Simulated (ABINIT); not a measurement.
# Cl (Cmce): G0W0 in ABINIT against the k mesh

Aim: move the k mesh of a G0W0 run on Cl (Cmce) over a wide range.

Program: ABINIT 10.8.3. Level of theory: PBE and many-body steps on it, plane waves. Results are calculated unless marked as measured.

### 1. Set-up

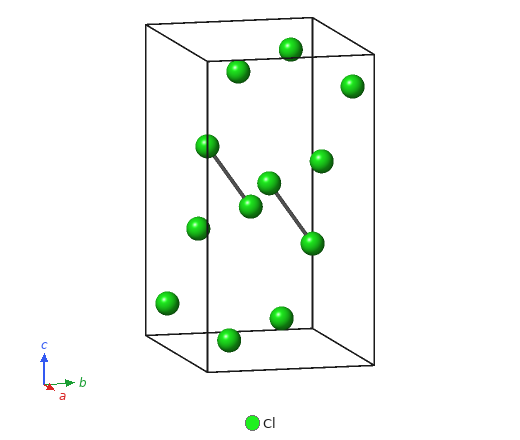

Start, viewed slightly off an axis; chlorine green. This picture shows the conventional cell, with its axes. Bonds to atoms that aren't drawn are left out. Some periodic images of atoms are drawn too.

Structure file:

```cif
data_structure
_symmetry_space_group_name_H-M 'P 1'
_symmetry_Int_Tables_number 1
_cell_length_a 3.8670
_cell_length_b 3.8670
_cell_length_c 8.2100
_cell_angle_alpha 90.000
_cell_angle_beta 90.000
_cell_angle_gamma 71.161
_cell_volume 116.19
loop_
_atom_site_label
_atom_site_type_symbol
_atom_site_fract_x
_atom_site_fract_y
_atom_site_fract_z
_atom_site_occupancy
Cl1 Cl 0.87000 0.13000 0.10000 1
Cl2 Cl 0.63000 0.37000 0.60000 1
Cl3 Cl 0.13000 0.87000 0.90000 1
Cl4 Cl 0.37000 0.63000 0.40000 1
```

The cell and positions come from the Crystallography Open Database and are kept as given unless a step says otherwise.

### 2. Empty states on the mesh, 4×4×2 mesh, 368 bands

This step: ABINIT 10.8.3; DFT, PBE, plane waves, norm-conserving pseudopotentials.

The sums over transitions need many empty states on a uniform mesh; this step solves for them.

Input file run.abi:

```
acell 3*1.0 Angstrom
rprim 
  3.145000000000 -2.250000000000 0.000000000000
  3.145000000000 2.250000000000 0.000000000000
  0.000000000000 0.000000000000 8.210000000000
ntypat 1
znucl 17
natom 4
typat 1 1 1 1
xred 
  0.870000000000 0.130000000000 0.100000000000
  0.630000000000 0.370000000000 0.600000000000
  0.130000000000 0.870000000000 0.900000000000
  0.370000000000 0.630000000000 0.400000000000
pp_dirpath "pseudos"
pseudos "Cl.upf"
ecut 25
ngkpt 4 4 2
nshiftk 1
shiftk 0 0 0
kptopt 1
chksymbreak 0
irdden 1
istwfk *1
nband 368
prtvol 0
optdriver 6
gwr_task "HDIAGO"
paral_kgb 0
occopt 1
indata_prefix "in"
outdata_prefix "out"
tmpdata_prefix "tmp"
```

Run with:

```
> OMP_NUM_THREADS=1 mpirun -n 4 abinit run.abi > log
```

Numbers of over 12 decimals in the logs are rounded to 6 here.

Log:

```text
.Version 10.8.3 of ABINIT. v10.8.2 released Aug 2026.

 Symmetries : space group Cm c a (# 64); Bravais oC (1-face-center ortho.)
[... echo of the input left out ...]
== DATASET  1 ==================================================================
-   mpi_nproc: 4, omp_nthreads: 1 (-1 if OMP is not activated)

--- !DatasetInfo
iteration_state: {dtset: 1, }
dimensions: {natom: 4, nkpt: 14, mband: 368, nsppol: 1, nspinor: 1, nspden: 1, mpw: 4726, }
cutoff_energies: {ecut:  25.0, pawecutdg:  -1.0, }
[...]
Indirect band gap semiconductor
 Fundamental gap:     2.469 (eV)
   VBM:    -0.824 (eV) at k: [ 5.0000E-01,  5.0000E-01,  0.0000E+00]
   CBM:     1.645 (eV) at k: [ 0.0000E+00,  0.0000E+00,  0.0000E+00]
 Direct gap:         2.525 (eV) at k: [ 0.0000E+00,  0.0000E+00,  0.0000E+00]

== END DATASET(S) ==============================================================
================================================================================

 -outvars: echo values of variables after computation  --------
           etotal      0.0000000000E+00
            nband         368
             nkpt          14
          spgroup          64
 [... the other variables as echoed above ...]

 Calculation completed.
```

It took 3.7 min on 4 MPI ranks of Arm Neoverse V2, shared host; peak memory 5.1 GiB.

This step gave:

```
gap                                                           : 2.469 eV
k of the valence top                                          : 0.5, 0.5, 0
k of the conduction bottom                                    : 0, 0, 0
least direct gap                                              : 2.525 eV
k points computed                                             : 14
lowest point of the top converged band, above the valence top : 114.5408 eV
```

On this mesh the gap is 2.469 eV.

The density comes from a self-consistent run that is not shown.

### 3. Empty states on the mesh, 2×2×1 mesh, 111 bands

Edit run.abi of step 2 so:

```diff
@@ -17,3 +17,3 @@
 ecut 25
-ngkpt 4 4 2
+ngkpt 2 2 1
 nshiftk 1
@@ -22,10 +22,10 @@
 chksymbreak 0
+iscf -2
 irdden 1
 istwfk *1
-nband 368
+nband 111
+nbdbuf 10
+tolwfr 1e-09
+nstep 60
 prtvol 0
-optdriver 6
-gwr_task "HDIAGO"
-paral_kgb 0
-occopt 1
 indata_prefix "in"
```

Run with:

```
> OMP_NUM_THREADS=1 mpirun -n 3 abinit run.abi > log
```

Log:

```text
.Version 10.8.3 of ABINIT. v10.8.2 released Aug 2026.

 Symmetries : space group Cm c a (# 64); Bravais oC (1-face-center ortho.)
[... echo of the input left out ...]
== DATASET  1 ==================================================================
-   mpi_nproc: 3, omp_nthreads: 1 (-1 if OMP is not activated)

--- !DatasetInfo
iteration_state: {dtset: 1, }
dimensions: {natom: 4, nkpt: 3, mband: 111, nsppol: 1, nspinor: 1, nspden: 1, mpw: 4676, }
cutoff_energies: {ecut:  25.0, pawecutdg:  -1.0, }
[...]
1.48100    1.53866    1.54060    1.54433    1.55707    1.56311    1.56991    1.57106
   1.58904    1.58996    1.59901    1.59923    1.60042    1.60063    1.63677    1.63964
   1.64306    1.65242    1.67894    1.68372    1.70064    1.70793    1.71910
 prteigrs : prtvol=0 or 1, do not print more k-points.

== END DATASET(S) ==============================================================
================================================================================

 -outvars: echo values of variables after computation  --------
            nband         111
             nkpt           3
          spgroup          64
 [... the other variables as echoed above ...]

 Calculation completed.
```

Run time: 12 s. Hardware: 3 MPI ranks; peak memory 0.27 GiB.

This step gave:

* gap: 2.469 eV
* k of the valence top: 0.5, 0.5, 0
* k of the conduction bottom: 0, 0, 0
* least direct gap: 2.525 eV
* k points computed: 3
* lowest point of the top converged band, above the valence top: 43.76 eV

On this mesh the gap is 2.469 eV.

### 4. Empty states on the mesh, 4×4×1 mesh, 111 bands

Edit run.abi of step 3 so:

```diff
@@ -17,3 +17,3 @@
 ecut 25
-ngkpt 2 2 1
+ngkpt 4 4 1
 nshiftk 1
```

Run with:

```
> OMP_NUM_THREADS=1 mpirun -n 4 abinit run.abi > log
```

Log:

```text
.Version 10.8.3 of ABINIT. v10.8.2 released Aug 2026.

 Symmetries : space group Cm c a (# 64); Bravais oC (1-face-center ortho.)
[... echo of the input left out ...]
== DATASET  1 ==================================================================
-   mpi_nproc: 4, omp_nthreads: 1 (-1 if OMP is not activated)

--- !DatasetInfo
iteration_state: {dtset: 1, }
dimensions: {natom: 4, nkpt: 7, mband: 111, nsppol: 1, nspinor: 1, nspden: 1, mpw: 4689, }
cutoff_energies: {ecut:  25.0, pawecutdg:  -1.0, }
[...]
1.48100    1.53866    1.54060    1.54433    1.55707    1.56311    1.56991    1.57106
   1.58904    1.58996    1.59901    1.59923    1.60042    1.60063    1.63677    1.63964
   1.64306    1.65242    1.67894    1.68372    1.70064    1.70793    1.71910
 prteigrs : prtvol=0 or 1, do not print more k-points.

== END DATASET(S) ==============================================================
================================================================================

 -outvars: echo values of variables after computation  --------
            nband         111
             nkpt           7
          spgroup          64
 [... the other variables as echoed above ...]

 Calculation completed.
```

Run time: 25 s. Hardware: 4 MPI ranks; peak memory 0.38 GiB; 99 s of CPU time.

This step gave:

```yaml
gap: 2.469 eV
k_of_the_valence_top: 0.5, 0.5, 0
k_of_the_conduction_bottom: 0, 0, 0
least_direct_gap: 2.525 eV
k_points_computed: 7
lowest_point_of_the_top_converged_band_above_the_valence_top: 43.76 eV
```

On this mesh the gap is 2.469 eV.

### 5. Empty states on the mesh, 6×6×4 mesh, 111 bands

Edit run.abi of step 4 so:

```diff
@@ -17,3 +17,3 @@
 ecut 25
-ngkpt 4 4 1
+ngkpt 6 6 4
 nshiftk 1
```

Log:

```text
.Version 10.8.3 of ABINIT. v10.8.2 released Aug 2026.

 Symmetries : space group Cm c a (# 64); Bravais oC (1-face-center ortho.)
[... echo of the input left out ...]
== DATASET  1 ==================================================================
-   mpi_nproc: 4, omp_nthreads: 1 (-1 if OMP is not activated)

--- !DatasetInfo
iteration_state: {dtset: 1, }
dimensions: {natom: 4, nkpt: 39, mband: 111, nsppol: 1, nspinor: 1, nspden: 1, mpw: 4726, }
cutoff_energies: {ecut:  25.0, pawecutdg:  -1.0, }
[...]
1.48100    1.53866    1.54060    1.54433    1.55707    1.56311    1.56991    1.57106
   1.58904    1.58996    1.59901    1.59923    1.60042    1.60063    1.63677    1.63964
   1.64306    1.65242    1.67894    1.68372    1.70064    1.70793    1.71910
 prteigrs : prtvol=0 or 1, do not print more k-points.

== END DATASET(S) ==============================================================
================================================================================

 -outvars: echo values of variables after computation  --------
            nband         111
             nkpt          39
          spgroup          64
 [... the other variables as echoed above ...]

 Calculation completed.
```

Wall time 1.8 min (4 MPI ranks); peak memory 0.63 GiB; 7.4 min of CPU time.

This step gave:

```
gap                                                           : 2.469 eV
k of the valence top                                          : 0.5, 0.5, 0
k of the conduction bottom                                    : 0, 0, 0
least direct gap                                              : 2.525 eV
k points computed                                             : 39
lowest point of the top converged band, above the valence top : 43.64 eV
```

On this mesh the gap is 2.469 eV.

### 6. Screening, 2×2×1 mesh, 101 bands, screening to 130.6 eV

The RPA dielectric matrix is built and inverted for each q.

This step: RPA screening on PBE, plane waves, norm-conserving pseudopotentials.

Edit run.abi of step 5 so:

```diff
@@ -17,3 +17,3 @@
 ecut 25
-ngkpt 6 6 4
+ngkpt 2 2 1
 nshiftk 1
@@ -22,10 +22,11 @@
 chksymbreak 0
-iscf -2
-irdden 1
 istwfk *1
-nband 111
-nbdbuf 10
-tolwfr 1e-09
-nstep 60
-prtvol 0
+occopt 1
+irdwfk 1
+optdriver 3
+nband 101
+ecuteps 4.8
+inclvkb 2
+awtr 1
+symchi 1
 indata_prefix "in"
```

Log:

```text
.Version 10.8.3 of ABINIT. v10.8.2 released Aug 2026.

 Symmetries : space group Cm c a (# 64); Bravais oC (1-face-center ortho.)
[... echo of the input left out ...]
== DATASET  1 ==================================================================
-   mpi_nproc: 4, omp_nthreads: 1 (-1 if OMP is not activated)

--- !DatasetInfo
iteration_state: {dtset: 1, }
dimensions: {natom: 4, nkpt: 3, mband: 101, nsppol: 1, nspinor: 1, nspden: 1, mpw: 4676, }
cutoff_energies: {ecut:  25.0, pawecutdg:  -1.0, }
electrons: {nelect:   2.80000000E+01, charge:   0.00000000E+00, occopt:   1.00000000E+00, tsmear:   1.00000000E-02, }

 SCREENING: Calculation of the susceptibility and dielectric matrices

 Based on a program developped by R.W. Godby, V. Olevano, G. Onida, and L. Reining.
 Incorporated in ABINIT by V. Olevano, G.-M. Rignanese, and M. Torrent.
.Using double precision arithmetic ; gwpc =  8

[... cell and pseudopotentials left out ...]
--------------------------------------------------------------------------------

 ==== K-mesh for the wavefunctions ====
 Number of points in the irreducible wedge :     3
[... list of points left out ...]
 Together with  8 symmetry operations and time-reversal symmetry
 yields     4 points in the full Brillouin Zone.

 ==== Q-mesh for the screening function ====
 Number of points in the irreducible wedge :     3
[... list of points left out ...]
 Together with  8 symmetry operations and time-reversal symmetry
 yields     4 points in the full Brillouin Zone.

 setmesh: FFT mesh size selected  =    24x   24x   54
          total number of points  =        31104

 vcoul_init : cutoff-mode = AUXILIARY_FUNCTION
 q-points for optical limit:   1
     1)      0.000010    0.000020    0.000030

- screening: taking advantage of time-reversal symmetry
- Maximum band index for partially occupied states nbvw = 14
- Remaining bands to be divided among processors   nbcw = 87
- Number of bands treated by each node ~21

 Number of electrons calculated from density =   28.0000; Expected =   28.0000
 average of density, n =  0.035710
 r_s =    1.8838
 omega_plasma =   18.2284 [eV]

 calculating chi0 at frequencies [eV] :
  1    0.000000E+00    0.000000E+00
  2    0.000000E+00    1.822838E+01

--------------------------------------------------------------------------------
  q-point number  1        q = ( 0.000000, 0.000000, 0.000000) [r.l.u.]
--------------------------------------------------------------------------------
[... chi0 elements left out ...]
 For q-point:  0.000010 0.000020 0.000030
  dielectric constant =   2.5811
  dielectric constant without local fields =   3.2085

  Average fulfillment of the sum rule on Im[epsilon] for q-point    1 :     66.04  [%]
[... wings left out ...]
  q-point number  2        q = ( 0.500000, 0.000000, 0.000000) [r.l.u.]
--------------------------------------------------------------------------------
[... chi0 elements left out ...]
  Average fulfillment of the sum rule on Im[epsilon] for q-point    2 :     66.64  [%]

 [... 1 further q-points ...]
```

Run time: 5.4 s. Hardware: 4 MPI ranks; peak memory 0.56 GiB; 21 s of CPU time.

This step gave:

* ε∞ with local fields, on this mesh, along the program's q direction: 2.581
* the same without local fields: 3.208
* plasma frequency: 18.23 eV
* plane waves in the screening matrix: 403

Local fields lower ε∞ by 20 %. On a Γ-centred mesh this coarse the value itself is usually too large, while a short band sum pulls it down.

### 7. 2×2×1

This step: G0W0 on PBE, plane waves, norm-conserving pseudopotentials.

Edit run.abi of step 6 so:

```diff
@@ -25,8 +25,17 @@
 irdwfk 1
-optdriver 3
+optdriver 4
 nband 101
+gwcalctyp 0
+ecutsigx 25
+symsigma 1
+nkptgw 2
+kptgw 
+  0.5000000000 0.5000000000 0.0000000000
+  0.0000000000 0.0000000000 0.0000000000
+bdgw 
+  13 16
+  13 16
 ecuteps 4.8
-inclvkb 2
-awtr 1
-symchi 1
+irdscr 1
+ppmodel 1
 indata_prefix "in"
```

Log:

```text
.Version 10.8.3 of ABINIT. v10.8.2 released Aug 2026.

 Symmetries : space group Cm c a (# 64); Bravais oC (1-face-center ortho.)
[... echo of the input left out ...]
== DATASET  1 ==================================================================
-   mpi_nproc: 4, omp_nthreads: 1 (-1 if OMP is not activated)

--- !DatasetInfo
iteration_state: {dtset: 1, }
dimensions: {natom: 4, nkpt: 3, mband: 101, nsppol: 1, nspinor: 1, nspden: 1, mpw: 4676, }
cutoff_energies: {ecut:  25.0, pawecutdg:  -1.0, }
electrons: {nelect:   2.80000000E+01, charge:   0.00000000E+00, occopt:   1.00000000E+00, tsmear:   1.00000000E-02, }

 SIGMA: Calculation of the GW corrections

 Based on a program developped by R.W. Godby, V. Olevano, G. Onida, and L. Reining.
 Incorporated in ABINIT by V. Olevano, G.-M. Rignanese, and M. Torrent.
.Using double precision arithmetic ; gwpc =  8

[... cell and pseudopotentials left out ...]
--------------------------------------------------------------------------------

 ==== K-mesh for the wavefunctions ====
 Number of points in the irreducible wedge :     3
[... list of points left out ...]
 Together with  8 symmetry operations and time-reversal symmetry
 yields     4 points in the full Brillouin Zone.

 ==== Q-mesh for screening function ====
 Number of points in the irreducible wedge :     3
[... list of points left out ...]
 Together with  8 symmetry operations and time-reversal symmetry
 yields     4 points in the full Brillouin Zone.

 vcoul_init : cutoff-mode = AUXILIARY_FUNCTION
 q-points for optical limit:   1
     1)      0.000010    0.000020    0.000030
 setmesh: FFT mesh size selected  =    36x   36x   72
          total number of points  =        93312

 Number of electrons calculated from density =   28.0000; Expected =   28.0000
 average of density, n =  0.035710
 r_s =    1.8838
 omega_plasma =   18.2284 [eV]

 === KS Band Gaps ===
  >>>> For spin  1
   Minimum direct gap =   2.5251 [eV], located at k-point      :   0.0000  0.0000  0.0000
   Fundamental gap    =   2.4691 [eV], Top of valence bands at :   0.5000  0.5000  0.0000
                                       Bottom of conduction at :   0.0000  0.0000  0.0000
 SIGMA fundamental parameters:
 PLASMON POLE MODEL  1
 number of plane-waves for SigmaX                 4675
 number of plane-waves for SigmaC and W            403
 number of plane-waves for wavefunctions          4675
 number of bands                                   101
 number of independent spin polarizations            1
 number of spinorial components                      1
 number of k-points in IBZ                           3
 number of q-points in IBZ                           3
 number of symmetry operations                       8
 number of k-points in BZ                            4
 number of q-points in BZ                            4
 number of frequencies for dSigma/dE                 9
 frequency step for dSigma/dE [eV]                0.25
 number of omega for Sigma on real axis              0
 max omega for Sigma on real axis  [eV]           0.00
 zcut for avoiding poles [eV]                     0.10

 EPSILON^-1 parameters (SCR file):
 dimension of the eps^-1 matrix on file            403
 dimension of the eps^-1 matrix used               403
 number of plane-waves for wavefunctions          4675
 number of bands                                   101
 number of q-points in IBZ                           3
 number of frequencies                               2
 number of real frequencies                          1
 number of imag frequencies                          1

 matrix elements of self-energy operator (all in [eV])

 Perturbative Calculation

--- !SelfEnergy_ee
iteration_state: {dtset: 1, }
kpoint     : [   0.500,    0.500,    0.000, ]
spin       : 1
KS_gap     :    2.546
QP_gap     :    5.869
Delta_QP_KS:    3.323
data: !SigmaeeData |
     Band     E0 <VxcDFT>   SigX SigC(E0)      Z dSigC/dE  Sig(E)    E-E0       E
       13  -1.186 -14.313 -18.800   2.751   0.789  -0.268 -15.682  -1.370  -2.556
       14  -0.824 -14.675 -19.177   2.705   0.794  -0.259 -16.102  -1.427  -2.251
       15   1.722 -14.114  -8.873  -2.852   0.794  -0.260 -12.218   1.896   3.618
       16   1.912 -14.252  -8.988  -2.836   0.792  -0.263 -12.329   1.923   3.836

--- !SelfEnergy_ee
iteration_state: {dtset: 1, }
kpoint     : [   0.000,    0.000,    0.000, ]
spin       : 1
KS_gap     :    2.525
QP_gap     :    5.807
Delta_QP_KS:    3.282
data: !SigmaeeData |
     Band     E0 <VxcDFT>   SigX SigC(E0)      Z dSigC/dE  Sig(E)    E-E0       E
       13  -0.970 -14.514 -19.161   2.794   0.793  -0.261 -15.984  -1.470  -2.440
       14  -0.880 -14.710 -19.341   2.816   0.792  -0.263 -16.148  -1.438  -2.318
       15   1.645 -13.986  -8.835  -2.833   0.795  -0.257 -12.142   1.844   3.489
       16   2.208 -14.636  -9.171  -2.939   0.788  -0.269 -12.646   1.990   4.198

== END DATASET(S) ==============================================================
================================================================================

 -outvars: echo values of variables after computation  --------
           etotal      0.0000000000E+00
            nband         101
             nkpt           3
          spgroup          64
 [... the other variables as echoed above ...]

 Calculation completed.
```

Run time: 5.2 s. Hardware: 4 MPI ranks; peak memory 0.61 GiB.

Numbers from this step:

```
G0W0 gap on the points computed              : 5.74 eV
starting gap on the mesh                     : 2.469 eV
k of the valence top                         : 0.5, 0.5, 0
k of the conduction bottom                   : 0, 0, 0
Z at the valence top                         : 0.794
Z at the conduction bottom                   : 0.795
least direct G0W0 gap on the computed points : 5.807 eV
```

(Part 1 of 2 ends here.)

[Paths, hosts, dates, memory and timing lines, banners, echoed tables and standing remarks are left out of the program output.]

[Logs are printed without paths, hosts, clocks, repeated set-up lines and the standing remarks that a program may print on its own settings, such as how far it seeks lower states.]

[Runs of the session that timed out or met a known fault of the program may be left out.]

[Hosts, paths, dates, database ids (printed as entryN), source tags and the programs' standing remarks are cut or masked in the printed files.]

[G0W0 gaps are taken among the corrected bands and points alone; a level outside them can change the order at an edge.]

[Where Ansatz stands beside ABINIT at settings called matched, ABINIT's density can come from a denser mesh and the files from another edition; pairs whose starting gaps differed by over 0.03 eV were left out, so agreement reads better than it is.]
